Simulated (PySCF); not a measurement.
```xyz
15

C    -1.9449   -0.7578    0.4573
C    -0.9083    0.0485    0.2608
C    -1.0924    1.4347   -0.2855
Si    0.8595   -0.4880    0.6518
C     2.0264   -0.4906   -0.8406
F     0.7877   -2.0116    1.2019
Cl    1.6246    0.5978    2.1714
H    -1.8254   -1.7549    0.8448
H    -2.9556   -0.4492    0.2374
H    -0.5810    1.5317   -1.2422
H    -0.6611    2.1676    0.3943
H    -2.1463    1.6623   -0.4271
H     2.9573   -0.9986   -0.6015
H     1.5806   -1.0022   -1.6885
H     2.2745    0.5183   -1.1562
```

Geometry: GFN2-xTB.

Method: PySCF, wB97X-D/def2-SVPD, SCF density, gas phase.

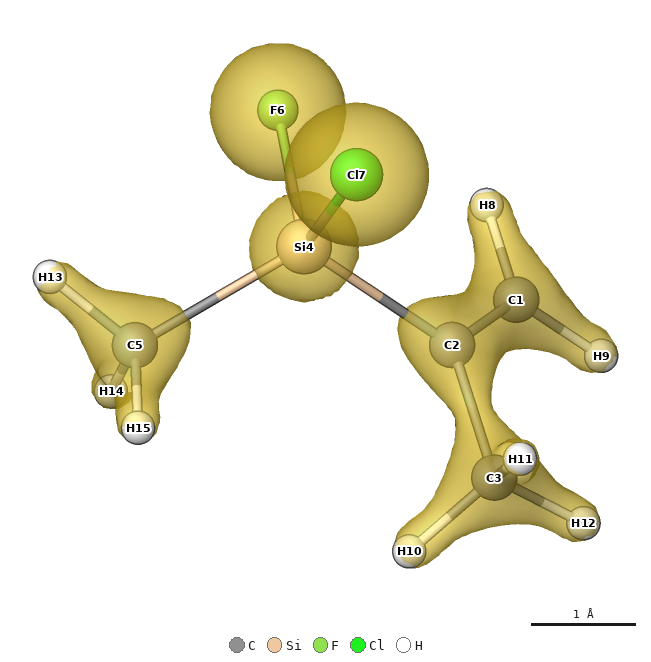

C₄H₈ClFSi. Isosurface of the total electron density at 1.5 e/Å³ (yellow), seen at a tilt.

> How is the density connected at this value?

At this value the surface falls into five separate pieces. It bridges the sampled C–C (1.33 Å) contacts, where the density stays above the isovalue. It is pinched off along the sampled Si–F (1.62 Å), C–Si (1.89 Å) and Si–Cl (2.02 Å) contacts. On the grid the lowest density along these lines, outside the cores, is 2.3 e/Å³ (C–C, 1.33 Å), 0.86 e/Å³ (Si–F, 1.62 Å), 0.82 e/Å³ (C–Si, 1.89 Å) and 0.67 e/Å³ (Si–Cl, 2.02 Å).
